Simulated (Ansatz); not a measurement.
# C2H4BCl: shift of H5 from B1 to C2, part 2 of 3

How high is the barrier for the shift of H5 from B1 to C2? Relax the two ends, then run a nudged elastic band between them. SMILES of the start: B=CCCl.

Ansatz 0.2.0; RKS PBE0-D4/def2-mTZVP.

## 5. Images and barrier

The 7 inner images lie between the fixed ends 0 and 8. Energy is taken from image 0, and the path length is the program's own coordinate along the band.

```tsv
image	path (Å)	energy (eV)	H5–B1 (Å)	H5–C2 (Å)	band force (eV/Å)
0	0.000	0.0000	1.17	2.55	-
1	0.364	0.0155	1.17	2.55	0.006
2	0.728	0.0810	1.17	2.54	0.008
3	1.091	0.4017	1.16	2.42	0.021
4	1.455	1.0543	1.16	2.19	0.038
5	1.819	1.8585	1.20	1.89	0.018
6*	2.182	2.3462	1.31	1.55	0.017
7	2.682	1.6561	1.72	1.16	0.026
8	3.181	1.4254	2.13	1.10	-
```

The star marks the climbing image.

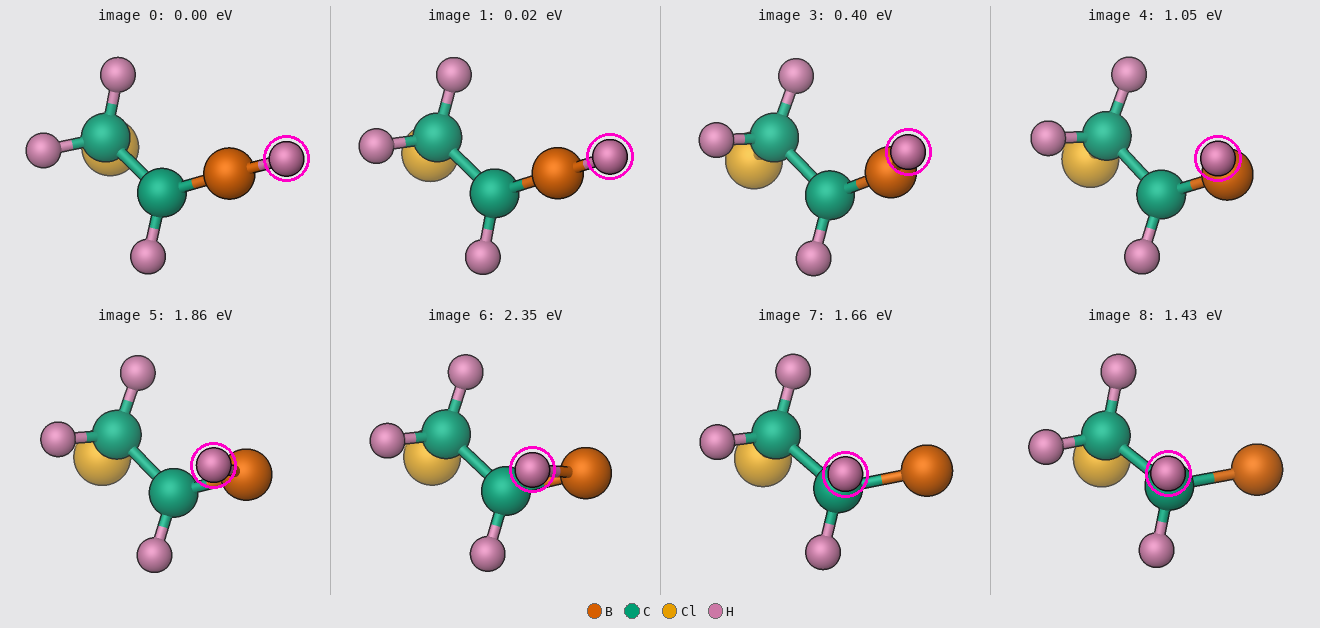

The images of the last band, seen from a free direction. Ringed: H5. Sticks join atoms closer than a bonding distance in each image.

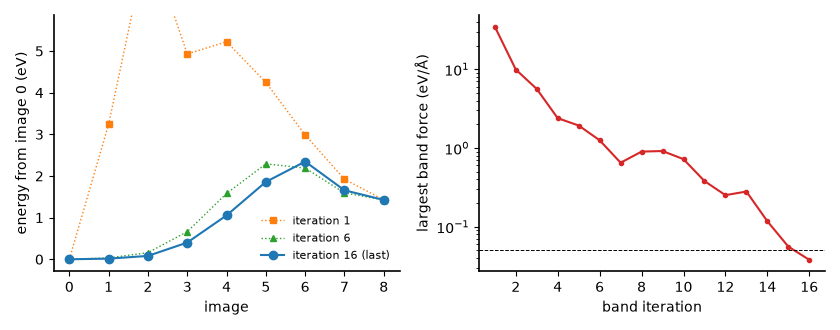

Left: energy of each image for early iterations and the last one (lines only join the points; early values far above the last band run off the scale). Right: the largest band force by iteration, with the threshold dashed.

How the highest energy settled:

```tsv
iteration	highest image above image 0 (eV)	largest band force (eV/Å)
1	7.6972	34.719
3	3.0934	5.616
5	2.4844	1.928
7	2.2691	0.650
9	2.2093	0.914
11	2.3658	0.380
13	2.3486	0.280
15	2.3466	0.056
16	2.3462	0.038
```

The band as a trajectory file:

```xyz
8
image=0 dE=0.0000
B    -0.571    1.091   -1.118
C     0.142    0.029   -0.596
C     0.284   -0.368    0.824
Cl   -0.527   -1.969    1.180
H    -1.158    1.992   -1.588
H     0.671   -0.600   -1.315
H    -0.165    0.345    1.510
H     1.325   -0.520    1.103
8
image=1 dE=0.0155
B    -0.533    1.120   -1.111
C     0.086   -0.009   -0.611
C     0.253   -0.373    0.817
Cl   -0.354   -2.053    1.184
H    -1.020    2.095   -1.544
H     0.555   -0.684   -1.329
H    -0.289    0.291    1.487
H     1.302   -0.387    1.108
8
image=2 dE=0.0810
B    -0.513    1.129   -1.093
C     0.032   -0.054   -0.640
C     0.194   -0.392    0.795
Cl   -0.221   -2.121    1.180
H    -0.809    2.209   -1.428
H     0.519   -0.714   -1.357
H    -0.434    0.218    1.442
H     1.232   -0.274    1.102
8
image=3 dE=0.4017
B    -0.618    1.073   -1.101
C    -0.016   -0.079   -0.655
C     0.131   -0.400    0.776
Cl   -0.229   -2.142    1.142
H    -0.500    2.208   -1.282
H     0.585   -0.630   -1.374
H    -0.518    0.199    1.414
H     1.165   -0.229    1.080
8
image=4 dE=1.0543
B    -0.727    1.018   -1.165
C    -0.040   -0.069   -0.656
C     0.091   -0.365    0.773
Cl   -0.322   -2.101    1.106
H    -0.198    2.050   -1.193
H     0.625   -0.566   -1.357
H    -0.555    0.250    1.400
H     1.125   -0.216    1.092
8
image=5 dE=1.8585
B    -0.891    0.971   -1.213
C    -0.076   -0.034   -0.658
C     0.109   -0.309    0.773
Cl   -0.338   -2.034    1.100
H    -0.033    1.804   -1.116
H     0.593   -0.525   -1.363
H    -0.516    0.316    1.411
H     1.153   -0.187    1.067
8
image=6 dE=2.3462
B    -1.077    0.936   -1.243
C    -0.091    0.046   -0.671
C     0.142   -0.260    0.769
Cl   -0.310   -1.979    1.087
H     0.060    1.544   -1.025
H     0.553   -0.482   -1.381
H    -0.469    0.356    1.425
H     1.191   -0.160    1.040
8
image=7 dE=1.6561
B    -1.357    0.788   -1.231
C    -0.069    0.204   -0.697
C     0.172   -0.205    0.745
Cl   -0.280   -1.925    1.039
H     0.245    1.298   -0.891
H     0.482   -0.420   -1.412
H    -0.417    0.389    1.440
H     1.224   -0.129    1.007
8
image=8 dE=1.4254
B    -1.553    0.434   -1.095
C    -0.057    0.312   -0.701
C     0.209   -0.162    0.716
Cl   -0.379   -1.852    0.948
H     0.368    1.322   -0.838
H     0.448   -0.338   -1.431
H    -0.308    0.452    1.452
H     1.271   -0.168    0.950
```

## 6. Vibrations at the top

The geometry is the highest inner image of the first converged band.

Input file input.yaml:

```yaml
crystal:
  periodic: [false, false, false]
  atoms:
    - { symbol: B, position_ang: [-1.076817, 0.935846, -1.243228] }
    - { symbol: C, position_ang: [-0.090856, 0.046022, -0.671188] }
    - { symbol: C, position_ang: [0.14204, -0.25999, 0.768755] }
    - { symbol: Cl, position_ang: [-0.309662, -1.978916, 1.087029] }
    - { symbol: H, position_ang: [0.060266, 1.543527, -1.025369] }
    - { symbol: H, position_ang: [0.552725, -0.481886, -1.381115] }
    - { symbol: H, position_ang: [-0.468849, 0.355689, 1.425401] }
    - { symbol: H, position_ang: [1.191145, -0.160289, 1.039714] }
basis:
  gaussian: { orbitals: def2-mTZVP }
hamiltonian:
  xc: pbe0
  dispersion: d4
phonons: {}
```

On the command line:

```bash
$ ansatz run input.yaml --threads 2 --pin off --max-ram 3072MiB --backend cpu --events-out ev --progress --plain --runs-dir out
```

Log (excerpt; [...] marks lines left out):

```text
Warning: RAYON_NUM_THREADS=2 ignored (pool sized by the plan → 2); use --threads N
[...]
Functional definition: PBE0
[...]
920 factors; integrals over basis functions are off by at most 5.1e-4 eV
[...]
mean field -15326.93253717 eV, -563.2543817732 hartree, gradient 5.2e-5 eV, S^2 0.000000; 0 other end points of the search recorded, 0 dependent functions left out
[...]
reference -15326.93256681 eV, -563.2543828621 hartree; 19, 19 occupied and 72, 72 virtual orbitals, 920 factors
[...]
920 factors; integrals over basis functions are off by at most 5.1e-4 eV
[...]
WARN: phonons: modes at or below zero, which the zero-point energy, F, S and C_V leave out: 1, the lowest at -1252.35 cm⁻¹. A minimum has none, and a first-order saddle one
[...]
Atom 4 at     0.060266     1.543527    -1.025369 Å, force    -0.004047    -0.001122     0.002336 eV/Å
Atom 5 at     0.552725    -0.481886    -1.381115 Å, force     0.003142    -0.004353    -0.002959 eV/Å
Atom 6 at    -0.468849     0.355689     1.425401 Å, force    -0.000558     0.000146     0.000078 eV/Å
Atom 7 at     1.191145    -0.160289     1.039714 Å, force     0.000096    -0.000175     0.001205 eV/Å
Dipole moment:     0.592216     0.006487     0.233979 e Å
Vibrations: -1252.35 115.44 218.23 291.96 617.63 764.13 910.08 959.02 1069.90 1104.39 1215.52 1312.58 1453.48 1509.55 2134.68 3111.56 3112.03 3172.51 cm⁻¹, zero-point energy 1.430324 eV
```

It took 37 s on 2 threads of Intel Xeon 6975P-C (Granite Rapids), shared host; peak memory 0.18 GiB.

Of 18 modes, 1 is imaginary by more than 30 cm⁻¹ (1252i cm⁻¹).

## 7. The band again, with other settings

crystal.atoms is end A as relaxed above, and neb.final_atoms is end B, turned to lie on A. With 6 inner images the band has 8 in all. The start path is listed, through a guess of the saddle.

Input file input.yaml:

```yaml
crystal:
  periodic: [false, false, false]
  atoms:
    - { symbol: B, position_ang: [-0.570792, 1.090543, -1.118276] }
    - { symbol: C, position_ang: [0.142257, 0.029338, -0.595797] }
    - { symbol: C, position_ang: [0.283626, -0.367794, 0.824106] }
    - { symbol: Cl, position_ang: [-0.527149, -1.969116, 1.179811] }
    - { symbol: H, position_ang: [-1.157916, 1.991589, -1.58786] }
    - { symbol: H, position_ang: [0.670702, -0.599918, -1.315096] }
    - { symbol: H, position_ang: [-0.165285, 0.345404, 1.510497] }
    - { symbol: H, position_ang: [1.324548, -0.520045, 1.102614] }
basis:
  gaussian: { orbitals: def2-mTZVP }
hamiltonian:
  xc: pbe0
  dispersion: d4
neb:
  order_check: false
  images: 6
  f_tol: 0.05
  max_iterations: 60
  climbing: false
  final_atoms:
    - { symbol: B, position_ang: [-1.55265562, 0.43434575, -1.09474159] }
    - { symbol: C, position_ang: [-0.05652105, 0.31198631, -0.70120162] }
    - { symbol: C, position_ang: [0.20886397, -0.16187859, 0.71604474] }
    - { symbol: Cl, position_ang: [-0.37910922, -1.8516165, 0.9476905] }
    - { symbol: H, position_ang: [0.36823129, 1.32161597, -0.83809441] }
    - { symbol: H, position_ang: [0.44812731, -0.33788863, -1.43096771] }
    - { symbol: H, position_ang: [-0.30799834, 0.4518467, 1.4517592] }
    - { symbol: H, position_ang: [1.27105265, -0.16841, 0.94950989] }
  initial_path:
    images:
      - { positions_ang: [[-0.570792, 1.090543, -1.118276], [0.142257, 0.029338, -0.595797], [0.283626, -0.367794, 0.824106], [-0.527149, -1.969116, 1.179811], [-1.157916, 1.991589, -1.58786], [0.670702, -0.599918, -1.315096], [-0.165285, 0.345404, 1.510497], [1.324548, -0.520045, 1.102614]] }
      - { positions_ang: [[-0.61582176, 1.04411691, -1.24229458], [0.12348751, 0.04293077, -0.65726442], [0.25186876, -0.31255806, 0.77525449], [-0.55281533, -1.90579452, 1.15496224], [-0.97127888, 1.75656255, -1.19772206], [0.69099473, -0.59087073, -1.33448466], [-0.21682385, 0.41429965, 1.43145786], [1.29037982, -0.44868557, 1.07009012]] }
      - { positions_ang: [[-0.66085151, 0.99769082, -1.36631317], [0.10471802, 0.05652354, -0.71873183], [0.22011152, -0.25732212, 0.72640298], [-0.57848166, -1.84247304, 1.13011348], [-0.78464176, 1.5215361, -0.80758411], [0.71128745, -0.58182346, -1.35387332], [-0.26836271, 0.4831953, 1.35241872], [1.25621165, -0.37732614, 1.03756625]] }
      - { positions_ang: [[-0.70588127, 0.95126473, -1.49033175], [0.08594853, 0.07011631, -0.78019925], [0.18835427, -0.20208617, 0.67755147], [-0.60414798, -1.77915157, 1.10526472], [-0.59800464, 1.28650965, -0.41744617], [0.73158018, -0.57277618, -1.37326198], [-0.31990156, 0.55209095, 1.27337958], [1.22204347, -0.30596672, 1.00504237]] }
      - { positions_ang: [[-0.8461475, 0.85752226, -1.48696969], [0.05755167, 0.11049464, -0.79525705], [0.17767398, -0.17266969, 0.66211415], [-0.58299944, -1.76236592, 1.07210465], [-0.37998359, 1.19079922, -0.3103368], [0.69978379, -0.53534342, -1.38981508], [-0.34028918, 0.56729705, 1.26498847], [1.21440128, -0.25573315, 0.98317036]] }
      - { positions_ang: [[-1.08165021, 0.71646343, -1.35622699], [0.01952743, 0.17765853, -0.76390524], [0.18807065, -0.16907265, 0.68009101], [-0.51503603, -1.79211612, 1.03063326], [-0.13057863, 1.2344048, -0.486256], [0.6158983, -0.46952515, -1.40353262], [-0.32952557, 0.5288136, 1.32724538], [1.23328507, -0.22662543, 0.9719502]] }
      - { positions_ang: [[-1.31715292, 0.57540459, -1.22548429], [-0.01849681, 0.24482242, -0.73255343], [0.19846731, -0.16547562, 0.69806788], [-0.44707263, -1.82186631, 0.98916188], [0.11882633, 1.27801039, -0.6621752], [0.5320128, -0.40370689, -1.41725017], [-0.31876196, 0.49033015, 1.38950229], [1.25216886, -0.19751772, 0.96073005]] }
      - { positions_ang: [[-1.55265562, 0.43434575, -1.09474159], [-0.05652105, 0.31198631, -0.70120162], [0.20886397, -0.16187859, 0.71604474], [-0.37910922, -1.8516165, 0.9476905], [0.36823129, 1.32161597, -0.83809441], [0.44812731, -0.33788863, -1.43096771], [-0.30799834, 0.4518467, 1.4517592], [1.27105265, -0.16841, 0.94950989]] }
```

On the command line:

```bash
$ ansatz run input.yaml --threads 2 --pin off --max-ram 3072MiB --backend cpu --events-out ev --progress --plain --runs-dir out
```

Log (excerpt; [...] marks lines left out):

```text
Warning: RAYON_NUM_THREADS=2 ignored (pool sized by the plan → 2); use --threads N
[...]
[... 1 set-up line as earlier in the session ...]
[...]
919 factors; integrals over basis functions are off by at most 6.3e-4 eV
[...]
mean field -15329.28278132 eV, -563.3407516523 hartree, gradient 5.6e-5 eV, S^2 0.000000; 0 other end points of the search recorded, 0 dependent functions left out
[...]
reference -15329.28281297 eV, -563.3407528156 hartree; 19, 19 occupied and 72, 72 virtual orbitals, 919 factors
[...]
Atom 4 at     0.126964     1.452879    -0.985332 Å, force     0.471166    -0.736756     0.388749 eV/Å
Atom 5 at     0.523725    -0.477656    -1.387783 Å, force    -0.016017     0.195943    -0.035038 eV/Å
Atom 6 at    -0.478477     0.346625     1.429894 Å, force     0.010266     0.061225     0.007157 eV/Å
Atom 7 at     1.185043    -0.152116     1.039155 Å, force     0.014567     0.049096     0.027234 eV/Å
Dipole moment:     0.620270    -0.036801     0.261237 e Å
this run last wrote the band of iteration 15 to <dir>
```

Run time: 1.7 min. Hardware: 2 threads of Intel Xeon 6975P-C (Granite Rapids), shared host; peak memory 0.19 GiB.

## 8. The band, image by image

The 6 inner images lie between the fixed ends 0 and 7. Energy is taken from image 0, and the path length is the program's own coordinate along the band.

```tsv
image	path (Å)	energy (eV)	H5–B1 (Å)	H5–C2 (Å)	band force (eV/Å)
0	0.000	0.0000	1.17	2.55	-
1	0.465	0.0260	1.17	2.55	0.003
2	0.930	0.2042	1.16	2.49	0.024
3	1.394	0.9030	1.16	2.24	0.040
4	1.859	1.9161	1.20	1.87	0.039
5	2.324	2.2660	1.36	1.41	0.028
6	2.789	1.5745	1.81	1.13	0.009
7	3.254	1.4254	2.13	1.10	-
```

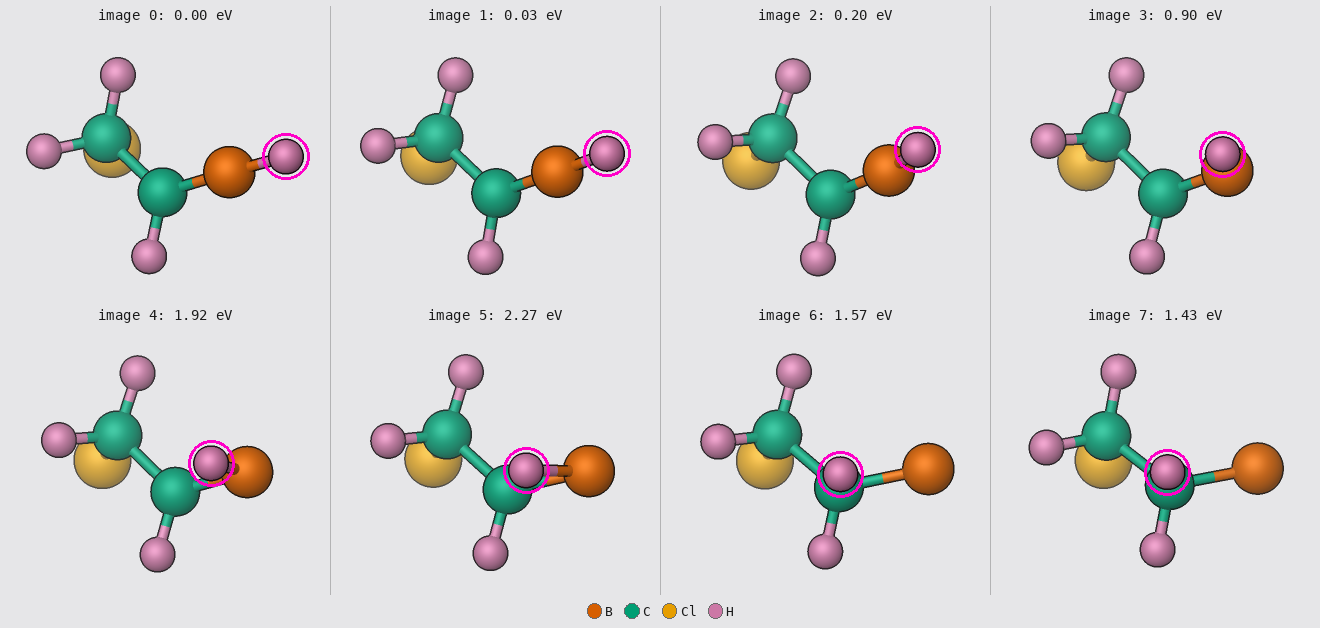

The images of the last band, seen from a free direction. Ringed: H5. Sticks join atoms closer than a bonding distance in each image.

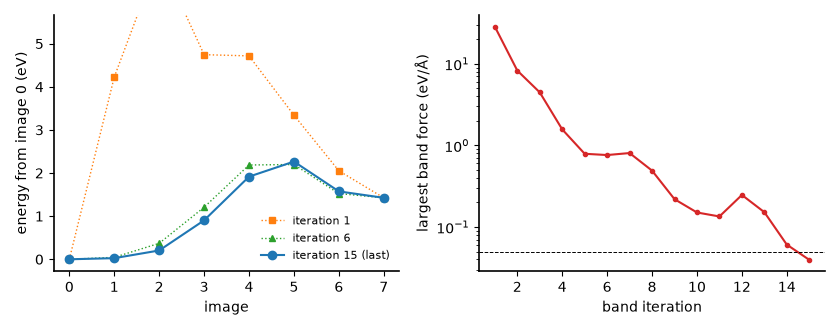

Left: energy of each image for early iterations and the last one (lines only join the points; early values far above the last band run off the scale). Right: the largest band force by iteration, with the threshold dashed.

## 9. Dynamics from the top

It starts at the highest inner image of the first converged band: 200 steps of 0.5 fs at constant energy, with velocities drawn for 300 K.

Input file input.yaml:

```yaml
crystal:
  periodic: [false, false, false]
  atoms:
    - { symbol: B, position_ang: [-1.076817, 0.935846, -1.243228] }
    - { symbol: C, position_ang: [-0.090856, 0.046022, -0.671188] }
    - { symbol: C, position_ang: [0.14204, -0.25999, 0.768755] }
    - { symbol: Cl, position_ang: [-0.309662, -1.978916, 1.087029] }
    - { symbol: H, position_ang: [0.060266, 1.543527, -1.025369] }
    - { symbol: H, position_ang: [0.552725, -0.481886, -1.381115] }
    - { symbol: H, position_ang: [-0.468849, 0.355689, 1.425401] }
    - { symbol: H, position_ang: [1.191145, -0.160289, 1.039714] }
basis:
  gaussian: { orbitals: def2-mTZVP }
hamiltonian:
  xc: pbe0
  dispersion: d4
md:
  timestep: 0.5
  n_steps: 200
  ensemble: nve
  temperature: 300.0
  initial_velocities: maxwell_boltzmann
  seed: 4245
```

On the command line:

```bash
$ ansatz run input.yaml --threads 2 --pin off --max-ram 3072MiB --backend cpu --events-out ev --progress --plain --runs-dir out
```

Log (excerpt; [...] marks lines left out):

```text
Warning: RAYON_NUM_THREADS=2 ignored (pool sized by the plan → 2); use --threads N
[...]
[... 1 set-up line as earlier in the session ...]
[...]
920 factors; integrals over basis functions are off by at most 5.1e-4 eV
[...]
mean field -15326.93253717 eV, -563.2543817732 hartree, gradient 5.2e-5 eV, S^2 0.000000; 0 other end points of the search recorded, 0 dependent functions left out
[...]
reference -15326.93256681 eV, -563.2543828621 hartree; 19, 19 occupied and 72, 72 virtual orbitals, 920 factors
[...]
md step    56: t =    28.00 fs  T =  2604.1 K  F+E_penalty+E_count = -15328.85103356 eV  E_kin = 2.019668 eV  conserved = -15326.83136594 eV  (33 SCF iters, 3 dispersion substeps)
md step    57: t =    28.50 fs  T =  2590.7 K  F+E_penalty+E_count = -15328.84043629 eV  E_kin = 2.009271 eV  conserved = -15326.83116523 eV  (33 SCF iters, 3 dispersion substeps)
md step    58: t =    29.00 fs  T =  2579.3 K  F+E_penalty+E_count = -15328.83145509 eV  E_kin = 2.000404 eV  conserved = -15326.83105093 eV  (32 SCF iters, 3 dispersion substeps)
```

## 10. More of the same log: dynamics from the highest image of the converged band

Output, continued (excerpt; [...] marks lines left out):

```text
md step    59: t =    29.50 fs  T =  2572.1 K  F+E_penalty+E_count = -15328.82588767 eV  E_kin = 1.994819 eV  conserved = -15326.83106891 eV  (31 SCF iters, 3 dispersion substeps)
[...]
md step    78: t =    39.00 fs  T =   994.9 K  F+E_penalty+E_count = -15327.60110860 eV  E_kin = 0.771578 eV  conserved = -15326.82953016 eV  (31 SCF iters, 3 dispersion substeps)
[...]
md step   135: t =    67.50 fs  T =  2355.7 K  F+E_penalty+E_count = -15328.65887299 eV  E_kin = 1.826998 eV  conserved = -15326.83187500 eV  (32 SCF iters, 3 dispersion substeps)
md step   136: t =    68.00 fs  T =  2299.1 K  F+E_penalty+E_count = -15328.61507262 eV  E_kin = 1.783099 eV  conserved = -15326.83197332 eV  (32 SCF iters, 3 dispersion substeps)
md step   137: t =    68.50 fs  T =  2223.4 K  F+E_penalty+E_count = -15328.55631063 eV  E_kin = 1.724378 eV  conserved = -15326.83193232 eV  (32 SCF iters, 3 dispersion substeps)
```

## 11. The output, continued: dynamics from the highest image of the converged band

The log, continued (excerpt; [...] marks lines left out):

```text
md step   138: t =    69.00 fs  T =  2128.2 K  F+E_penalty+E_count = -15328.48233215 eV  E_kin = 1.650570 eV  conserved = -15326.83176180 eV  (32 SCF iters, 3 dispersion substeps)
[...]
md step   153: t =    76.50 fs  T =   735.4 K  F+E_penalty+E_count = -15327.39992908 eV  E_kin = 0.570345 eV  conserved = -15326.82958412 eV  (32 SCF iters, 3 dispersion substeps)
[...]
Atom 4 at    -1.333483     1.936733    -1.996072 Å, force     1.912725    -0.832490     0.872543 eV/Å
Atom 5 at    -0.139652    -0.807893    -1.240553 Å, force    -0.372863    -0.270357    -0.356179 eV/Å
Atom 6 at    -0.391557     0.313228     1.619699 Å, force    -0.408139    -0.288940    -0.003158 eV/Å
Atom 7 at     1.096643    -0.182988     0.820155 Å, force    -0.711288     0.045162     0.063090 eV/Å
Dipole moment:     0.122250     0.384449    -0.085994 e Å
```

Wall time 3.8 min (2 threads of Intel Xeon 6975P-C (Granite Rapids), shared host); peak memory 0.19 GiB.

(Continued in part 3 of 3.)
